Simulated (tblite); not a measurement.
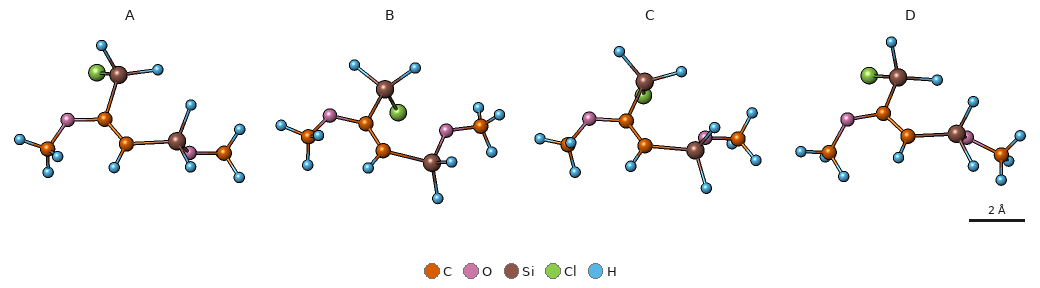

4 geometries from one relaxation of C4H11ClO2Si2, in shuffled order. Style: ball-and-stick. Shown at a tilt.

These are results of GFN2-xTB geometry optimisation, gas phase (tblite 0.8.0), not measurements. 

> Put them in the order of the run, from the start to the converged end.

D, A, C, B. They are steps 0, 58, 137, 229, at +30.3 kcal/mol, +3.72 kcal/mol, +1.54 kcal/mol relative to the last. The largest moves after the best rigid fit, 2.31 Å, are those of Cl and H atoms. Largest moves by element: H 2.31 Å, Cl 2.30 Å, Si 1.08 Å, C 1.06 Å, O 0.69 Å. Near-neighbour distances that change, for instance: Si–Si 3.258 → 3.621 Å, O–Si 1.720 → 1.626 Å, Cl–Si 2.087 → 2.012 Å, C–Si 1.826 → 1.900 Å. Bond angles that change, for instance: C–O–Si 104.6° → 128.3°, O–C–Si 124.5° → 106.3°, O–Si–C 113.2° → 101.5°. Groups turn about C–Si by about 60°, C–O by about 60°, C–Si by about 60°. Over 229 geometry steps the energy falls by 30.3 kcal/mol. Cost: 10 s on 1 thread of Intel(R) Xeon(R) Processor @ 2.50GHz (shared host).
